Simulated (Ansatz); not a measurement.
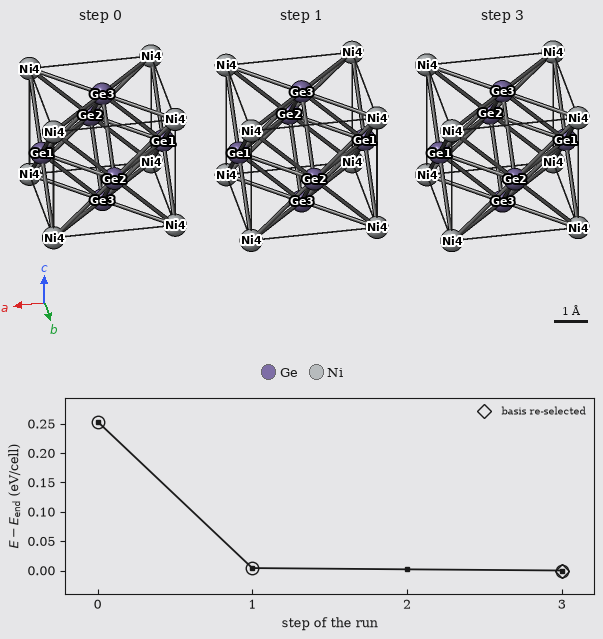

Frames of a relaxation of a crystal of NiGe3 (built on the Cu3Au (L1 type) (coarse preliminary run), marked on the history of the run. Style: ball-and-stick. Shown: the cell of the calculation, from a free direction.

Method: DFT PBEsol, scalar-relativistic, plane waves, PAW in Ansatz 0.2.0.

Input
```yaml
crystal:
  lattice:
    - [3.824562921, 0.0, 0.0]
    - [0.0, 3.824562921, 0.0]
    - [0.0, 0.0, 3.824562921]
  atoms:
    - { symbol: Ge, position: [0.0, 0.5, 0.5] }
    - { symbol: Ge, position: [0.5, 0.0, 0.5] }
    - { symbol: Ge, position: [0.5, 0.5, 0.0] }
    - { symbol: Ni, position: [0.0, 0.0, 0.0] }
basis:
  ecutwfc: 420
kpoints:
  mp_grid: { grid: [6, 6, 6] }
hamiltonian:
  xc: pbesol
scf:
  occupations: { method: gaussian, width: 0.1 }
output:
  forces: true
  stress: true
  eigenvalues: true
relax:
  adjacent_minimum: "off"
  f_tol: 0.05
  max_steps: 80
  cell: { stress_tol: 0.5 }
```

Command:
```bash
ansatz run input.yaml --threads 1 --pin off --max-ram 2560MiB --backend cpu --events-out ev --progress --plain --runs-dir out
```

Describe the path.

Over 2 accepted moves (3 points after the start) the energy falls by 0.254 eV per cell of the calculation. All forces vanish by symmetry, so only the cell relaxes. The pressure goes from 13.74 to 0.23 GPa. At 1 point the geometry stayed and the basis and grid were re-selected for the new cell (energy shift of 2.0 meV per cell of the calculation at most each time). The atoms keep their places relative to the cell (all moves are under 0.005 Å). The volume changes by +11.7 %, with a = b = c 3.825 → 3.968 Å (+3.8 %). Near-neighbour distances that change, for instance: Ge1–Ge2 2.704 → 2.806 Å, Ge1–Ni4 2.704 → 2.806 Å. The space group stays Pm-3m (No. 221). From step 0 to 1: volume +10.7 %, energy −0.250 eV per cell of the calculation. From step 1 to 3: volume +0.9 %, energy −4.1 meV per cell of the calculation.

```tsv
step	E − E(0), meV/atom	pressure, GPa	volume, Å³/atom	note
0	0.00	13.74	13.986	
1	-62.39	1.10	15.476	
2	-62.93	0.18	15.620	
3	-63.43	0.23	15.620	same geometry, new basis
```

Limits of the set-up: an element that often carries a moment was run without spin polarisation.
